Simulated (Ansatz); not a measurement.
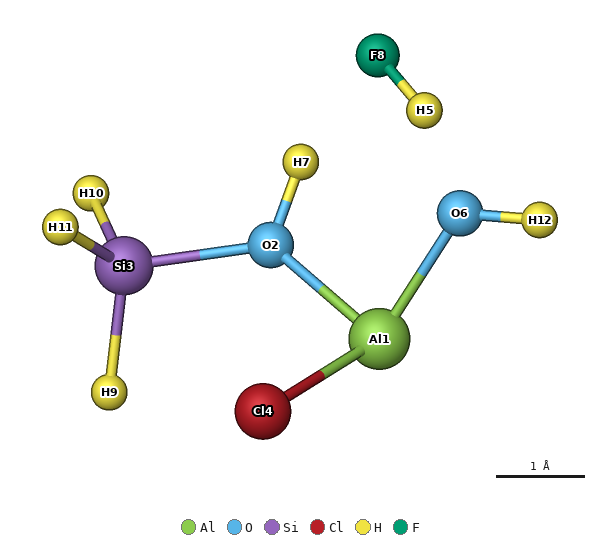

**Figure 1.** The structure (ball-and-stick view, seen at a tilt; atoms are numbered from 1 in the order of the input). Sticks mark near contacts. Bond lengths as drawn: Al–Cl 2.14 Å, Al–O 1.78 to 1.91 Å, F–H 1.01 Å, H–O 0.96 to 1.01 Å, H–Si 1.48 Å and O–Si 1.70 Å.

# AlSiH$_{6}$ClO$_{2}$F: single-point calculation

- system: AlSiH$_{6}$ClO$_{2}$F, multiplicity 2
- method: UKS PBE0-D4/def2-TZVPP (Ansatz 0.2.0)

The geometry is the product side of a reaction. The reaction was set up to form Al1–O6, H5–F8 and O2–H7 and to break Al1–O2, H5–O6 and H7–F8 (atoms counted from 1 in the order of the input); sticks are drawn by distance alone. The geometry comes from this level: PBE0-D4/def2-TZVP.

## Log
```
Functional definition: PBE0
  name "PBE0"
  cite "Adamo & Barone, J. Chem. Phys. 110, 6158 (1999) doi:10.1063/1.478522"
  cite "Perdew, Burke & Ernzerhof, Phys. Rev. Lett. 77, 3865 (1996) doi:10.1103/PhysRevLett.77.3865"
  parent pbe
  parameter a = 0.25
  parameter kappa = 0.804
  parameter beta = 0.06672455060314922
  exchange = (1 - a)*pbe_x(kappa = kappa, mu = beta*pi^2/3) + a*exact_x
  correlation = pbe_c(beta = beta)
1728 factors; their error is unknown
mean field evaluation 1: about -33888.4601 eV, gradient 5.2e1 eV
mean field evaluation 2: about -33874.9222 eV, gradient 8.1e1 eV
mean field evaluation 4: about -33897.0337 eV, gradient 4.6e0 eV
mean field evaluation 8: about -33897.0929 eV, gradient 8.1e-2 eV
mean field evaluation 16: about -33897.1716 eV, gradient 1.9e-4 eV
mean field -33897.17162531 eV, -1245.6980809018 hartree, gradient 2.1e-5 eV, S^2 0.751015; 0 other end points of the search recorded, 0 dependent functions left out
reference -33897.17166169 eV, -1245.6980822389 hartree; 38, 37 occupied and 265, 266 virtual orbitals, 1728 factors
Total energy: -33897.42749049 eV, -1245.7074837739 hartree
```

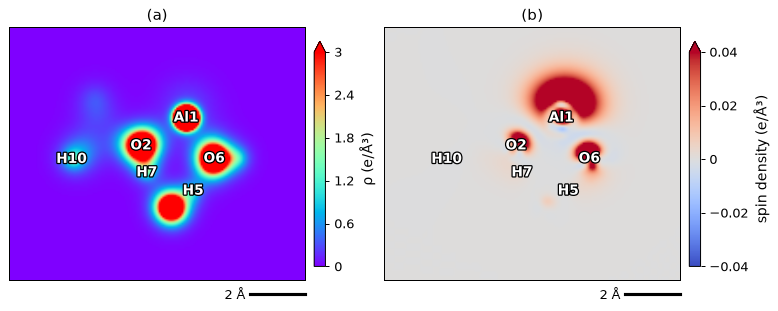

**Figure 2.** (a) total electron density; (b) spin density on the plane of atoms O2, Al1 and O6. The section cuts through Al, O and H sites. Al–O (1.78 Å): ρ at the midpoint is about 0.75 e/Å³. Al–O (1.91 Å): ρ is about 0.54 e/Å³ halfway. The unpaired spin (1 electron) lies mostly on Al1 (about 0.8) and Cl4 (about 0.1), in electrons by Hirshfeld's partition.

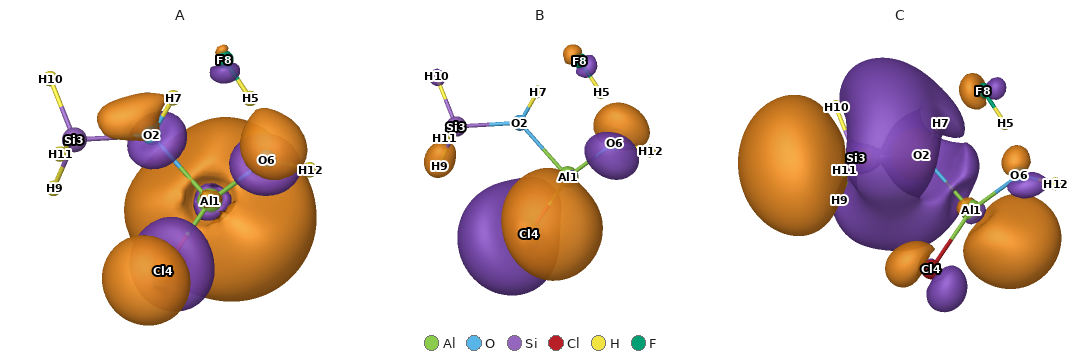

**Figure 3.** Three frontier orbitals at ±0.06 Å⁻³ᐟ² (orange and purple are the two phases). B is the HOMO−1 (α) (−8.82 eV). A is the HOMO (α) (−5.43 eV). By Hirshfeld shares it lies mainly on Al1 (75 %) and Cl4 (10 %). C is the LUMO (α) (−0.60 eV). By Hirshfeld shares it lies mainly on Si3 (45 %) and Al1 (20 %). The HOMO–LUMO gap is 4.83 eV between the orbital energies.

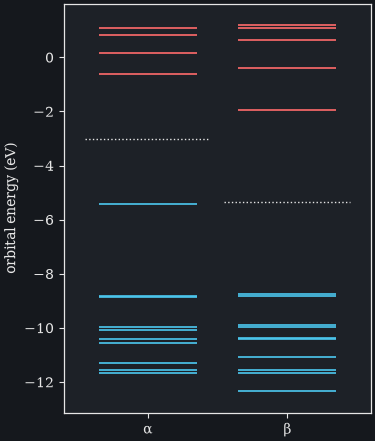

**Figure 4.** Orbital energies near the frontier for α and β spins; the dotted line parts filled from empty levels, and levels within 0.02 eV of each other stand side by side. α: highest filled −5.43 eV, lowest empty −0.60 eV, 4.83 eV apart; β: highest filled −8.75 eV, lowest empty −1.95 eV, 6.80 eV apart.

The run was set up as follows.

## The input
```yaml
crystal:
  periodic: [false, false, false]
  atoms:
    - {symbol: Al, position_ang: [-1.179533, 0.145947, 1.151538]}
    - {symbol: O, position_ang: [-0.011763, -0.573508, -0.184654]}
    - {symbol: Si, position_ang: [-0.272904, -0.695435, -1.858913]}
    - {symbol: Cl, position_ang: [-2.278553, 1.551766, -0.036824]}
    - {symbol: H, position_ang: [1.422329, 0.425472, 1.588558]}
    - {symbol: O, position_ang: [0.178014, 0.840226, 2.071682]}
    - {symbol: H, position_ang: [0.940803, -0.488934, 0.128810]}
    - {symbol: F, position_ang: [2.115232, -0.016185, 0.998012]}
    - {symbol: H, position_ang: [-1.657911, -1.179532, -2.011855]}
    - {symbol: H, position_ang: [0.713696, -1.686352, -2.345390]}
    - {symbol: H, position_ang: [-0.059730, 0.617642, -2.500288]}
    - {symbol: H, position_ang: [0.090120, 1.058996, 2.999225]}
basis:
  gaussian: {orbitals: def2-TZVPP}
magnetization: {spin_polarized: true, initial_magnetization: 1}
hamiltonian: {xc: pbe0, dispersion: d4}
output: {orbitals: {seedname: orbitals}}
```

Launch command:
```bash
ansatz run in.yaml --threads 4 --pin off --events-out ev --progress --plain --max-ram 66560MiB --backend cuda --devices 0, --max-vram 37GiB
```

## Results in brief

```csv
quantity,value
outcome,converged
total energy,−33897.4275 eV
mean-field energy,−33897.1717 eV
dispersion energy,−0.2558 eV
⟨S²⟩,0.751
SCF solution under orbital rotations,stable
HOMO (either spin),−5.43 eV
LUMO (either spin),−1.95 eV
hardware,"4 CPU threads, shared host"
wall time,2.9 s (CPU time 4.3 s)
peak memory,0.88 GiB
```
